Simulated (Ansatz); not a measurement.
C2H6ClFOSi: several calculations on one system

### Relaxation

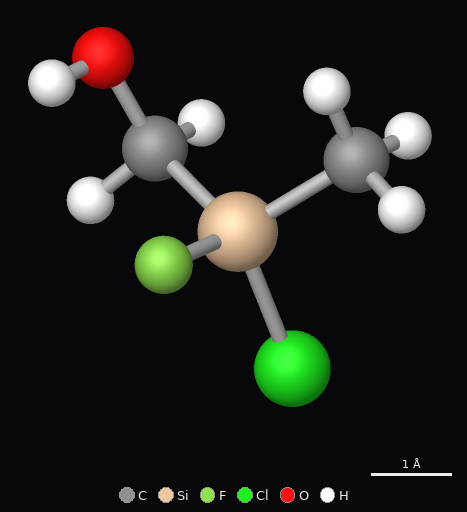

Starting structure of C$_{2}$H$_{6}$ClFOSi. The picture is a ball-and-stick view, seen from a free direction.

The run prepares an end point of a later path (hydrogen shift) calculation, from a guessed geometry.

All numbers below come from Ansatz 0.2.0, RKS PBE-D4/def2-SVP.

Input
```yaml
crystal:
  periodic: [false, false, false]
  atoms:
    - { symbol: C, position_ang: [0.9373, 0.2567, -1.4611] }
    - { symbol: Si, position_ang: [0.4609, 0.5302, 0.3067] }
    - { symbol: F, position_ang: [-0.3008, 1.954, 0.4681] }
    - { symbol: Cl, position_ang: [2.2563, 0.5418, 1.4257] }
    - { symbol: C, position_ang: [-0.703, -0.7968, 0.936] }
    - { symbol: O, position_ang: [-2.0192, -0.8591, 0.376] }
    - { symbol: H, position_ang: [1.5804, 1.0966, -1.8257] }
    - { symbol: H, position_ang: [1.4305, -0.6385, -1.6482] }
    - { symbol: H, position_ang: [-0.0058, 0.3349, -2.0551] }
    - { symbol: H, position_ang: [-0.8362, -0.6589, 2.0566] }
    - { symbol: H, position_ang: [-0.2481, -1.7687, 0.8283] }
    - { symbol: H, position_ang: [-2.4753, -0.0475, 0.6267] }
basis:
  gaussian: { orbitals: def2-SVP }
hamiltonian:
  xc: pbe
  dispersion: d4
relax:
  f_tol: 0.02
  max_steps: 50
```

Launched with:
```bash
ansatz run input.yaml --threads 2 --pin off --max-ram 3072MiB --backend cpu --events-out ev --progress --plain --runs-dir out
```

What does the optimiser find from here?

Answer. Over 6 geometry steps the energy falls by 26.4 kJ/mol. Largest force component: 3.1 eV/Å at the start, 0.017 eV/Å at the end. H12 moves most after the best rigid fit: 0.32 Å. Largest moves by element: H 0.32 Å, O 0.20 Å, F 0.10 Å, Cl 0.09 Å, C 0.08 Å, Si 0.07 Å. Among the contacts that change: C1–H8 1.039 → 1.109 Å, Si2–Cl4 2.116 → 2.081 Å, C5–H11 1.078 → 1.111 Å, Si2–F3 1.623 → 1.649 Å. Among the angles between lasting bonds that change: Si2–C5–O6 118.1° → 107.7°, O6–C5–H10 106.4° → 113.3°, C1–Si2–Cl4 106.7° → 111.5°. Cost: 24 s on 2 threads of Intel(R) Xeon(R) Platinum 8259CL CPU @ 2.50GHz (Skylake/Cascade Lake), with other jobs on the host, peak memory 0.2 GiB.

History of the run:

```tsv
step	E − E(0), kJ/mol	largest force component, eV/Å
0	0.00	3.1399
1	-22.73	0.8781
2	-25.32	0.2350
3	-25.91	0.1253
4	-26.20	0.1132
5	-26.33	0.0479
6	-26.37	0.0170
```

Final geometry:

```xyz
12

C     0.8868    0.2750   -1.4742
Si    0.4898    0.4720    0.3334
F    -0.3350    1.8869    0.5284
Cl    2.2197    0.5932    1.4837
C    -0.7013   -0.8352    1.0009
O    -1.9364   -0.7005    0.2902
H     1.3637    1.1873   -1.8846
H     1.5696   -0.5828   -1.6375
H    -0.0579    0.0829   -2.0235
H    -0.8185   -0.7614    2.1098
H    -0.3131   -1.8563    0.7995
H    -2.2903    0.1834    0.5079
```

After the run, drawn alike:

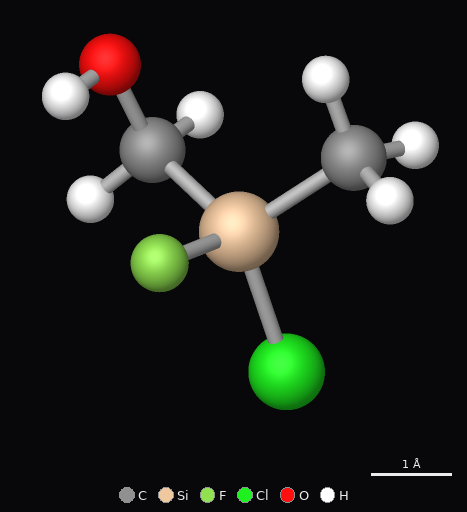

### Relaxation

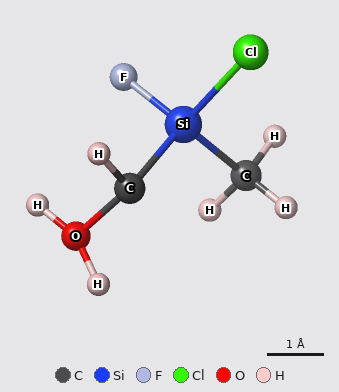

Starting structure of C$_{2}$H$_{6}$ClFOSi. The picture is a ball-and-stick view, seen at a tilt.

The run prepares an end point of a later path (hydrogen shift) calculation, from a guessed geometry.

Computed with RKS PBE-D4/def2-SVP (Ansatz 0.2.0).

Input
```yaml
crystal:
  periodic: [false, false, false]
  atoms:
    - { symbol: C, position_ang: [0.9373, 0.2567, -1.4611] }
    - { symbol: Si, position_ang: [0.4609, 0.5302, 0.3067] }
    - { symbol: F, position_ang: [-0.3008, 1.954, 0.4681] }
    - { symbol: Cl, position_ang: [2.2563, 0.5418, 1.4257] }
    - { symbol: C, position_ang: [-0.703, -0.7968, 0.936] }
    - { symbol: O, position_ang: [-2.0192, -0.8591, 0.376] }
    - { symbol: H, position_ang: [1.5804, 1.0966, -1.8257] }
    - { symbol: H, position_ang: [1.4305, -0.6385, -1.6482] }
    - { symbol: H, position_ang: [-0.0058, 0.3349, -2.0551] }
    - { symbol: H, position_ang: [-0.8362, -0.6589, 2.0566] }
    - { symbol: H, position_ang: [-1.96575, -1.75985, -0.0313] }
    - { symbol: H, position_ang: [-2.4753, -0.0475, 0.6267] }
basis:
  gaussian: { orbitals: def2-SVP }
hamiltonian:
  xc: pbe
  dispersion: d4
relax:
  f_tol: 0.02
  max_steps: 50
```

Run as
```bash
ansatz run input.yaml --threads 2 --pin off --max-ram 3072MiB --backend cpu --events-out ev --progress --plain --runs-dir out
```

### Predict the outcome.

H10 moves most after the best rigid fit: 1.61 Å. By element the largest moves are H 1.61 Å, O 0.93 Å, F 0.90 Å, Cl 0.87 Å, C 0.58 Å, Si 0.34 Å. Near-neighbour distances that change, for instance: C5–O6 1.432 → 1.618 Å, Si2–F3 1.623 → 1.709 Å, C1–H8 1.039 → 1.110 Å, Si2–C5 1.874 → 1.820 Å. Bond angles that change, for instance: H11–O6–H12 154.0° → 104.8°, Si2–C5–O6 118.1° → 103.6°, Cl4–Si2–C5 110.7° → 124.0°. Groups turn about Si2–C5 by about 80°. Over 19 accepted moves (21 points after the start) the energy falls by 1.596 eV. The largest force component goes from 3.7 to 0.017 eV/Å. The line search rejected the trial steps at points 4, 17 of the run. Cost: 73 s on 2 threads of Intel(R) Xeon(R) Platinum 8259CL CPU @ 2.50GHz (Skylake/Cascade Lake), on a shared host, peak memory 0.21 GiB.

Final geometry:

```xyz
12

C     1.1793    0.2860   -1.5234
Si    0.2935    0.2989    0.1164
F    -0.9573    1.4633    0.1022
Cl    1.6498    1.1567    1.5001
C    -0.7486   -1.1491    0.4787
O    -2.0279   -0.5169    1.2422
H     1.7226    1.2348   -1.7000
H     1.9232   -0.5377   -1.5278
H     0.4603    0.1010   -2.3450
H    -0.4149   -1.9425    1.1716
H    -2.7682   -0.8869    0.7213
H    -1.9525    0.4458    0.9381
```

The end point in the same view:

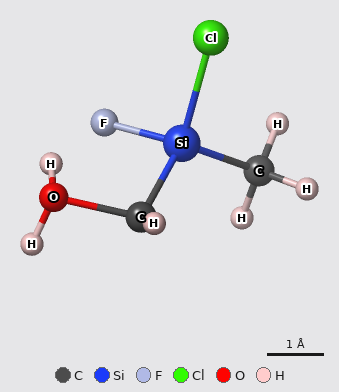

### Path

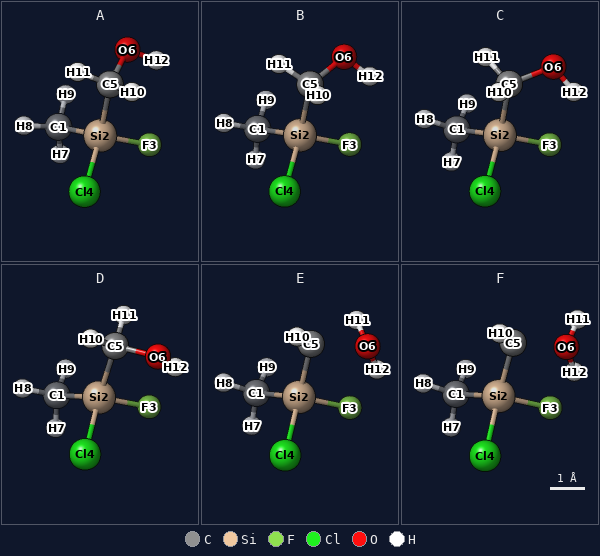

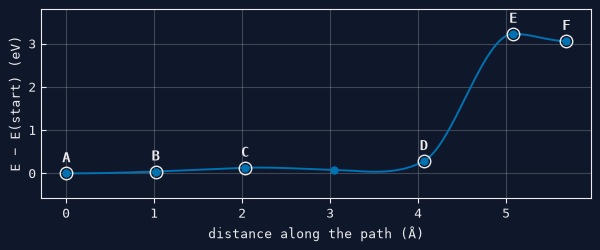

A search for the minimum-energy path of C₂H₆ClFOSi by the nudged elastic band. Images are numbered from 0 (start) to 6 (end). Frames A to F are images 0, 1, 2, 4, 5, 6. A ball-and-stick model, seen from a free direction.

All numbers below come from Ansatz 0.2.0, RKS PBE-D4/def2-SVP. Settings: 5 movable images; climbing image; force threshold 0.05 eV/Å; iteration limit 60; starting path through a guess of the saddle point.

Describe the mechanism and the energy profile.

Answer. Forward barrier 3.23 eV, backward barrier 0.17 eV, with image 5 at the top; the reaction energy is +3.06 eV. The path has more than one stage, and so few images may leave a stage unresolved. Breaking: C5–H11 (1.11 → 1.56 at the top → 2.05 Å). Forming: O6–H11 (2.06 → 1.04 at the top → 0.98 Å). The band converged in 36 iterations. The largest component of the band force went from 35 to 0.044 eV/Å. The climbing image converged on the top of the path. Its vibrational analysis gives one imaginary mode (848i cm⁻¹), as a transition state must have.

Cost: 8.8 min on 2 threads of Intel(R) Xeon(R) Platinum 8259CL CPU @ 2.50GHz (Skylake/Cascade Lake) (shared host), peak memory 0.2 GiB.
